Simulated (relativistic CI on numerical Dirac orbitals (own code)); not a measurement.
```
atom Pr  Z=59  charge=4  electrons=55
nucleus A=141  rms_radius_fm=4.8919
hamiltonian dirac-coulomb  breit=on  qed=on  c_scale=1
orbitals kli  potential=per-configuration
slater_scale 0.8
correlation none
mixing on
configurations
  [Xe] 4f
  [Kr] 4d9 4f2 5s2 5p6
end
absorption N4,5 T=10 lorentz=0.5 gauss=0.2
crystal_field Oh B40=3910 B60=440
```

Multiplet model: relativistic Dirac–Coulomb–Breit theory, one configuration a step, Slater integrals scaled by 0.8, 10 K, Voigt broadening (Lorentzian 0.5 eV, Gaussian 0.2 eV full widths), computed with a radial Dirac CI code.

The N₄,₅ X-ray absorption spectrum that results:

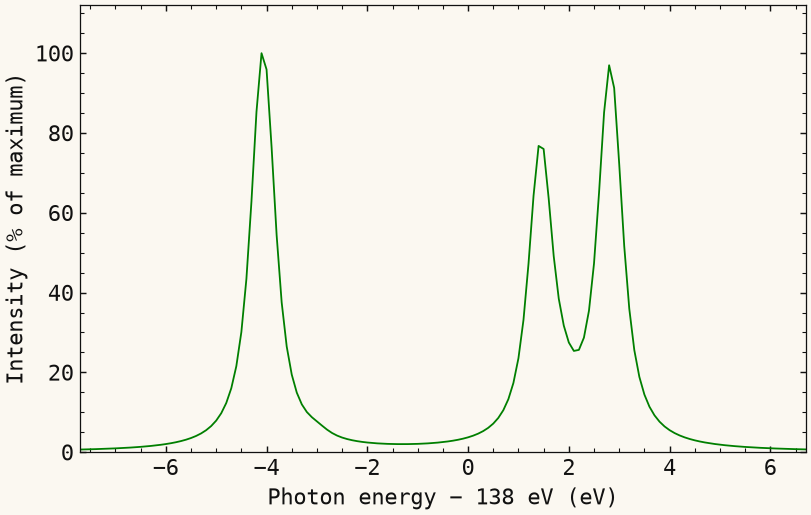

The main maxima lie at 133.9 eV (100), 139.4 eV (77) and 140.8 eV (97), heights in % of the largest; the centroid is at 137.6 eV. The ground state has S = 0.50.

Note: free-ion energies, so absolute edge positions are off by a few eV from solids; core and valence shell share one n, so the strongest features autoionise and are far broader and can lie several eV off in experiment.
